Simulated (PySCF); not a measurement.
# [PH2]− (phosphanide): levels of theory compared

Aim: a comparison of 6 runs (PBE0/6-31G*, UMP2/6-31G*, BCCD(T)/6-31G*, CCSDT/6-31G*, NEVPT2(8,6)/6-31G*, UCCSD(T)/6-31G*) of [PH2]− (phosphanide). Input form: a Python script.

Program for the calculation: PySCF 2.14.0.

2 further runs of the same task are left out: 2 set aside as unsound or not needed.

### 1 The system as given

[PH2]−: 3 atoms, total charge -1, spin state singlet. SMILES: `[PH2-]`. The P1–H3 distance was set to 2.018 Å, away from the relaxed value. At this shape a bond of the SMILES string is far longer than usual.

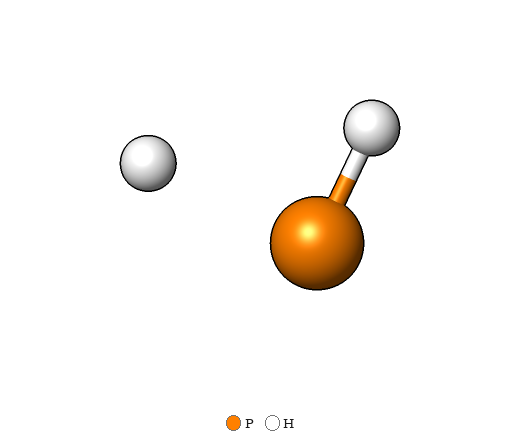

Viewed from a chosen angle; phosphorus orange, hydrogen white.

### 2 The energy at PBE0/6-31G(d) (spherical functions) (run 1)

The input, input.py:

```python
from pyscf import gto, dft

system = gto.Mole()
system.atom = [
    ('P', (1.050656, -0.092036, 0.572680)),
    ('H', (0.657326, 1.191764, 0.492760)),
    ('H', (-0.604500, -0.696650, -0.410180)),
]
system.max_memory = 1860
system.spin = 0
system.charge = -1
system.verbose = 3
system.basis = '6-31g*'
system.build()

mf = dft.RKS(system)
mf.xc = 'pbe0'
mf.conv_tol = 1e-10
mf.grids.level = 5
mf.kernel()
if not mf.converged:
    mf = mf.newton().run(mf.mo_coeff, mf.mo_occ)

e_final = mf.e_tot
print('E = %.10f Eh' % e_final)
```

The run is started by

```sh
OMP_NUM_THREADS=1 python input.py
```

What it wrote:

```text
converged SCF energy = -342.319156109267
E = -342.3191561093 Eh
```

Run time: 1.5 s. Hardware: 1 thread of Arm Neoverse V2, shared host; peak memory 0.18 GiB.

### 3 The energy at UMP2/6-31G(d) (spherical functions) (run 2)

The input, run.py:

```python
from pyscf import gto, mp

system = gto.Mole()
system.atom = '''
P      1.985452    -0.173923     1.082208
H      1.242166     2.252108     0.931181
H     -1.142339    -1.316478    -0.775128
'''
system.max_memory = 1860
system.charge = -1
system.basis = '6-31g*'
system.unit = 'bohr'
system.verbose = 3
system.build()

mf = system.UHF()
mf.conv_tol = 1e-10
mf.kernel()
if not mf.converged:
    mf = mf.newton().run(mf.mo_coeff, mf.mo_occ)
for _ in range(3):
    mo, _, stable, _ = mf.stability(return_status=True)
    if stable:
        break
    mf.kernel(mf.make_rdm1(mo, mf.mo_occ))

pt = mp.MP2(mf, frozen=5).run()
etot = pt.e_tot
print('E = %.10f Eh' % etot)
```

The run is started by

```sh
OMP_NUM_THREADS=1 python run.py
```

What it wrote:

```text
converged SCF energy = -341.779388455293  <S^2> = 2.1183055e-11  2S+1 = 1
<class 'pyscf.scf.uhf.UHF'> wavefunction is stable in the internal stability analysis
E(UMP2) = -341.883696982073  E_corr = -0.104308526779841
E(SCS-UMP2) = -341.889152932879  E_corr = -0.109764477585747
E = -341.8836969821 Eh
```

Wall time 0.71 s (1 thread of Arm Neoverse V2, shared host); peak memory 0.12 GiB.

### 4 A single-point energy at BCCD(T)/6-31G(d) (spherical functions) (run 3)

The input, calc.py:

```python
from pyscf import gto, cc
from pyscf.cc.bccd import bccd_kernel_

molecule = gto.M(
    atom=[
    ('P', (1.050656, -0.092036, 0.572680)),
    ('H', (0.657326, 1.191764, 0.492760)),
    ('H', (-0.604500, -0.696650, -0.410180)),
],
    basis='6-31g*',
    charge=-1,
    verbose=3,
    max_memory=1860,
)

mf = molecule.RHF()
mf.conv_tol = 1e-10
mf.kernel()
if not mf.converged:
    mf = mf.newton().run(mf.mo_coeff, mf.mo_occ)

mycc = cc.CCSD(mf, frozen=5).run()
mycc = bccd_kernel_(mycc, diis=True)
e_t = mycc.ccsd_t()
energy = mycc.e_tot + e_t
print('E = %.10f Eh' % energy)
```

The run is started by

```sh
OMP_NUM_THREADS=1 python calc.py
```

What it wrote:

```text
converged SCF energy = -341.77938840115
E(CCSD) = -341.912295763914  E_corr = -0.1329073627643377
BCCD loop starts.

[... 22 lines left out ...]
CCSD converged
[... 23 lines left out ...]
CCSD converged
[... 22 lines left out ...]
CCSD converged
[... 3 lines left out ...]
******** <class 'pyscf.cc.ccsd.CCSD'> ********
CC2 = 0
CCSD nocc = 4, nmo = 17
frozen orbitals 5
max_cycle = 50
direct = 0
conv_tol = 1e-07
conv_tol_normt = 1e-05
diis_space = 6
diis_start_cycle = 0
diis_start_energy_diff = 1e+09
Init E_corr(CCSD) = -0.135754027049561
cycle = 1  E_corr(CCSD) = -0.135754128789168  dE = -1.01739607e-07  norm(t1,t2) = 2.05259e-05
cycle = 2  E_corr(CCSD) = -0.135754163654322  dE = -3.48651538e-08  norm(t1,t2) = 2.80673e-06
CCSD converged
E(CCSD) = -341.9119458548024  E_corr = -0.1357541636543221
BCC iter:    3  E:    -341.911945854802  dE:   -5.555e-08  |t1|:    1.412e-06
CCSD(T) correction = -0.00411046399793045
E = -341.9160563188 Eh
```

Run time: 0.94 s. Hardware: 1 thread of Arm Neoverse V2, shared host; peak memory 0.12 GiB.

Runs 4 to 5 aren't shown in full; the table further down has their settings and results.

### 5 A single-point energy at UCCSD(T)/6-31G(d) (spherical functions) (run 6)

The input, mol.xyz:

```xyz
3

P      1.050656    -0.092036     0.572680
H      0.657326     1.191764     0.492760
H     -0.604500    -0.696650    -0.410180
```

The input, input.py:

```python
from pyscf import gto, cc

mol = gto.M(
    atom='mol.xyz',
    charge=-1,
    max_memory=1860,
    basis='6-31g*',
    spin=0,
    verbose=3,
)

mf = mol.UHF()
mf.conv_tol = 1e-10
mf.kernel()
if not mf.converged:
    mf = mf.newton().run(mf.mo_coeff, mf.mo_occ)
for _ in range(3):
    mo, _, stable, _ = mf.stability(return_status=True)
    if stable:
        break
    mf.kernel(mf.make_rdm1(mo, mf.mo_occ))

mycc = cc.CCSD(mf, frozen=5)
mycc.kernel()
e_t = mycc.ccsd_t()
e_tot = mycc.e_tot + e_t
print('E(%s) = %.9f' % ('CCSD(T)', e_tot))
```

The run is started by

```sh
OMP_NUM_THREADS=1 python input.py
```

What it wrote:

```text
converged SCF energy = -341.77938840115  <S^2> = 2.1170621e-11  2S+1 = 1
<class 'pyscf.scf.uhf.UHF'> wavefunction is stable in the internal stability analysis
E(UCCSD) = -341.9122957708738  E_corr = -0.1329073697240309
UCCSD(T) correction = -0.00379885173587926
E(CCSD(T)) = -341.916094623
```

Run time: 0.85 s. Hardware: 1 thread of Arm Neoverse V2, shared host; peak memory 0.12 GiB.

### 6 The series

| run | level | integration grid | frozen core orbitals | energy (Eh) | HOMO energy (eV) | LUMO energy (eV) | HOMO–LUMO gap (eV) | wall time |
| --- | --- | --- | --- | --- | --- | --- | --- | --- |
| 1 | PBE0/6-31G* (spherical functions) | 5 | – | -342.319156 | 1.45 | 5.36 | 3.91 | 1.5 s |
| 2 | UMP2/6-31G* (spherical functions) | – | 5 | -341.883697 | -1.09 | 8.74 | 9.83 | 0.71 s |
| 3 | BCCD(T)/6-31G* (spherical functions) | – | 5 | -341.916056 | – | – | – | 0.94 s |
| 4 | CCSDT/6-31G* (spherical functions) | – | 5 | -341.916807 | -1.09 | 8.74 | 9.83 | 1.7 s |
| 5 | NEVPT2(8,6)/6-31G* (spherical functions) | – | – | -341.899178 | -1.09 | 8.74 | 9.83 | 1.2 s |
| 6 | UCCSD(T)/6-31G* (spherical functions) | – | 5 | -341.916095 | -1.09 | 8.74 | 9.83 | 0.85 s |

### 7 Outcome

| quantity | value |
| --- | --- |
| run 6: total energy | -341.91609 Eh |
| run 6: HOMO energy (Hartree–Fock orbitals) | -1.09 eV |
| run 6: LUMO energy (Hartree–Fock orbitals) | 8.74 eV |
| run 6: HOMO–LUMO gap (to an unbound level, set by the basis) | 9.83 eV |
| run 6: correlation energy (5 core orbitals frozen) | -136.7 mEh |
| run 6: (T) correction | -3.80 mEh |
| run 6: T1 diagnostic | 0.021 |

**Reading.** In run 1 the HOMO lies above zero, so the outermost electron may be held by the basis alone. All runs together took 7 s, the longest 1.7 s.
